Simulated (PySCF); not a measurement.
**C$_{2}$H$_{2}$N$_{3}$Si, doublet, SMILES `N#C[Si](N)C#N`: what the electrons do**

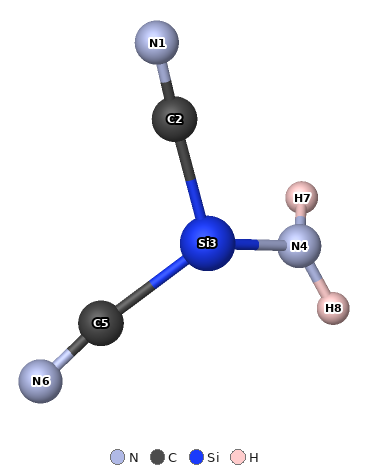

The molecule, with its atoms numbered as below. No frequency check shows the geometry to be a minimum.

Cartesian coordinates (Å):

```
N1      -2.4396    1.2863    0.1190
C2      -1.4871    0.6496    0.0185
Si3      0.0111   -0.3571   -0.3035
N4      -0.1937   -1.9901    0.1469
C5       1.5587    0.5577    0.0713
N6       2.5795    1.0884    0.1390
H7      -0.6839   -2.2420    0.9918
H8       0.4751   -2.6949   -0.1155
```

## 1. Bonding charge

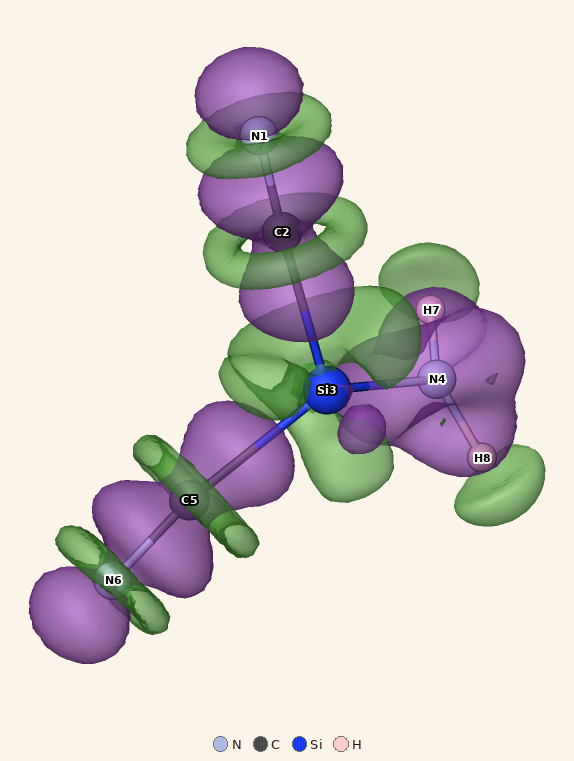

Deformation density (molecule less spherical, spin-averaged free atoms at the same positions), surfaces at ±0.07 e/Å³; purple: gain, green: loss.

PySCF calculation, HF/6-31G*, gas phase; geometry: GFN2-xTB. The stability of the open-shell solution wasn't checked. GFN2-xTB doesn't know the spin state, so this open-shell geometry is rough.

Q: How much density has each bond gained at its critical point, relative to the free atoms?

A: N1–C2: +1.00 e/Å³ at the bond critical point (bond length 1.15 Å, Mayer order 2.7). C5–N6: +1.00 e/Å³ at the bond critical point (bond length 1.15 Å, Mayer order 2.7). N4–H8: +0.62 e/Å³ at the bond critical point (bond length 1.01 Å, Mayer order 0.8). N4–H7: +0.62 e/Å³ at the bond critical point (bond length 1.01 Å, Mayer order 0.8). Si3–N4: +0.14 e/Å³ at the bond critical point (bond length 1.71 Å, Mayer order 1.1). C2–Si3: +0.14 e/Å³ at the bond critical point (bond length 1.83 Å, Mayer order 0.9). Si3–C5: +0.14 e/Å³ at the bond critical point (bond length 1.84 Å, Mayer order 0.9). In all, 2.3 electrons gather in the regions of gain relative to the promolecule. A small or negative value marks a very polar bond, one between electron-rich atoms, whose free-atom densities already overlap strongly, a long bond to a heavier atom, or a closed-shell contact such as a hydrogen bond.

Q: Where do the Hirshfeld charges lie?

A: The highest Hirshfeld charge is on Si3 (+0.49 e), the lowest on N4 (−0.34 e).

## 2. Electrostatic potential

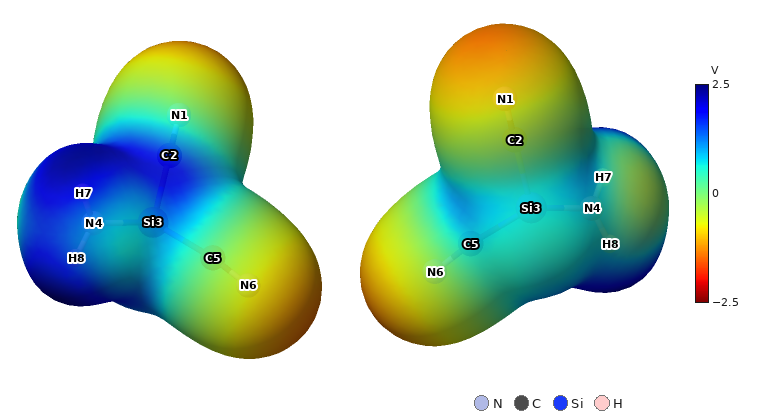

Electrostatic potential on the surface of electron density 0.001 a.u. (back view left, front view right).

Q: Where are the extremes of the potential on the surface?

A: Highest: 2.43 V, 1.2 Å from H8. Further maxima include 1.09 V, off the C2–Si3 bond (2.1 to 2.2 Å from its atoms); 0.87 V, off the C2–Si3 bond (2.2 Å from its atoms). Lowest: −1.42 V, 1.8 Å from N6. Further minima include −0.40 V, 2.0 Å from N4; 0.49 V, 2.4 Å from Si3. The surface is sampled at points, so like sites can differ by a few per cent and only the strongest of them is named.

## 3. Spin density

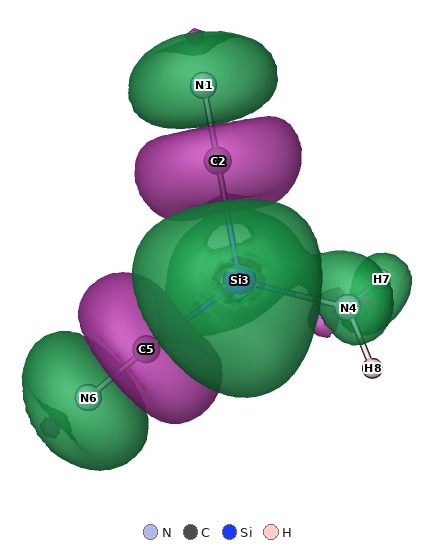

Spin density ρα − ρβ at ±0.01 e/Å³ (green: excess α, purple: excess β).

Q: Give the atomic spin populations that go with this picture.

A: Hirshfeld spin populations: Si3 +0.69, N6 +0.32, N1 +0.29 and N4 +0.05. Spin polarisation leaves negative spin on C2 (−0.19) and C5 (−0.18). ⟨S²⟩ = 0.88, against 0.75 for a pure state. The picture also shows regions of β spin from spin polarisation; the Hirshfeld sums, whose atoms overlap, net them against the α spin of neighbours.

## 4. In an electric field

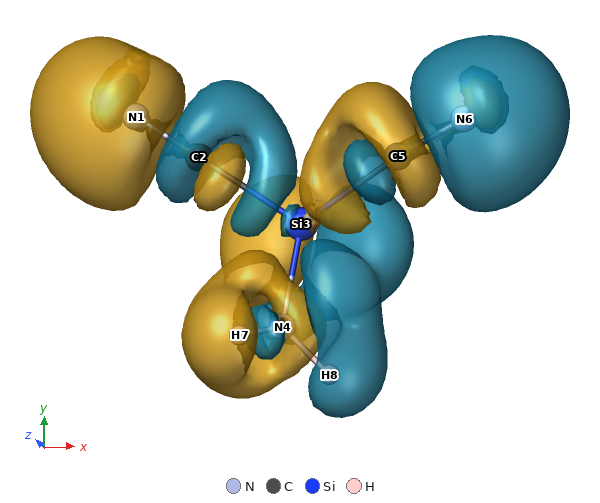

Change of the electron density in a uniform field of 0.10 V/Å, surfaces at ±0.0005 e/Å³ (yellow: gain, teal: loss).

PySCF calculation, PBE0/def2-SVPD, gas phase; geometry: GFN2-xTB. The stability of the open-shell solution wasn't checked. GFN2-xTB doesn't know the spin state, so this open-shell geometry is rough.

Q: Along which Cartesian direction does the field point?

A: Along +x: electrons gather on the −x side, against the field.

Q: What dipole is induced, and what polarisability does it imply?

A: The induced dipole is 0.44 D (along the field); α along this axis, from the fields in both directions, is 86 bohr³ (12.8 Å³).

Q: Which atoms gain and lose the most charge?

A: Electrons gather most on N1 (Hirshfeld charge changes by −0.011 e) and leave N6 most (+0.012 e); 0.032 electrons are displaced in all.

## 5. Removing or adding an electron

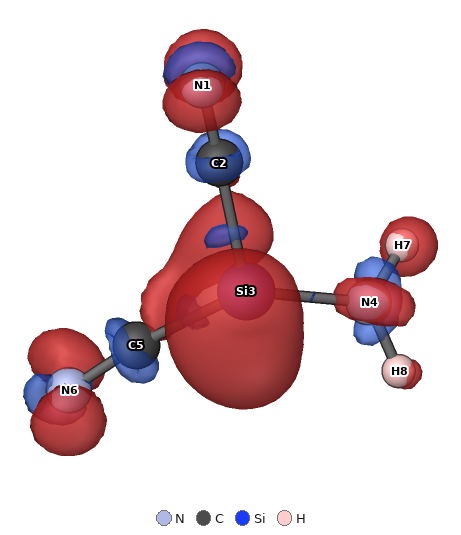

Fukui function f⁺ = ρ(N+1) − ρ(N) at fixed geometry, surfaces at ±0.03 e/Å³ (red positive, blue negative).

Computed with PySCF, B3LYP/def2-SVPD, geometry: GFN2-xTB. GFN2-xTB doesn't know the spin state, so this open-shell geometry is rough.

Q: Which atoms respond most to the addition of an electron?

A: f⁺ (Hirshfeld-condensed) is largest on Si3 (0.41); the vertical electron affinity is 1.86 eV (to the singlet anion, which needn't be its lowest state; the anion's highest orbital has positive energy, so this value and f⁺ depend on the basis). Condensed values hint at sites of nucleophilic attack but needn't mark the atom that reacts. Orbital relaxation makes it negative in places (0.16 e in all).

The PySCF runs shown took 3.5 s, 79 s and 68 s on 1 thread of Arm Neoverse V2, with other jobs on the host.
